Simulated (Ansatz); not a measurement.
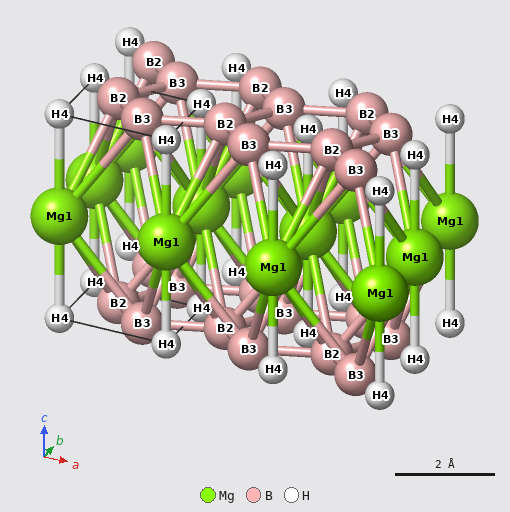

This is the input geometry for a relaxation of solid MgB2H (a generated structure, set up in P6/mmm). The picture is a ball-and-stick view of the cell of the calculation, repeated 3 × 2 × 1 with one cell outlined, seen slightly off an axis.

Theory: DFT PBE, scalar-relativistic, plane waves, PAW in Ansatz 0.2.0.

Input
```yaml
crystal:
  lattice:
    - [3.0067105982, 0.0, 0.0]
    - [-1.5033552991, 2.6038877599, 0.0]
    - [0.0, 0.0, 4.2926278212]
  atoms:
    - { symbol: Mg, position: [0.0, 0.0, 0.5] }
    - { symbol: B, position: [0.3333333333, 0.6666666667, 0.0] }
    - { symbol: B, position: [0.6666666667, 0.3333333333, 0.0] }
    - { symbol: H, position: [0.0, 0.0, 0.0] }
basis:
  ecutwfc: 420
kpoints:
  mp_grid: { grid: [18, 18, 12] }
hamiltonian:
  xc: pbe
scf:
  occupations: { method: gaussian, width: 0.1 }
output:
  forces: true
  stress: true
  eigenvalues: true
relax:
  adjacent_minimum: "off"
  f_tol: 0.01
  max_steps: 80
  cell: { stress_tol: 0.05 }
```

Command:
```bash
ansatz run input.yaml --threads 1 --pin off --max-ram 2048MiB --backend cpu --events-out ev --progress --plain --runs-dir out
```

### Where does the relaxation end?

Over 2 accepted moves (3 points after the start) the energy falls by 0.7 meV per cell of the calculation. All forces vanish by symmetry, so only the cell relaxes. Pressure: 0.20 GPa at the start and 0.01 GPa at the end. At 1 point the geometry stayed and the basis and grid were re-selected for the new cell (energy shift of 0.1 meV per cell of the calculation at most each time). The atoms keep their places relative to the cell (all moves are under 0.005 Å). Cell: a = b 3.007 → 3.012 Å (+0.2 %), c 4.293 → 4.263 Å (−0.7 %). Volume −0.4 %. Near-neighbour distances that change, for instance: Mg1–H4 2.146 → 2.131 Å, Mg1–B2 2.760 → 2.751 Å. The space group stays P6/mmm (No. 191). The run took 20 s on 1 thread of Intel(R) Xeon(R) Platinum 8488C (Sapphire Rapids), with other jobs on the host, peak memory 0.47 GiB.

Final geometry:

```
Mg B H
1.0
     3.01173    0.00000    0.00000
    -1.50586    2.60823    0.00000
     0.00000    0.00000    4.26283
Mg B H
1 2 1
Cartesian
  0.0000 0.0000 2.1314
  0.0000 1.7388 4.2628
  1.5059 0.8694 4.2628
  0.0000 0.0000 4.2628
```
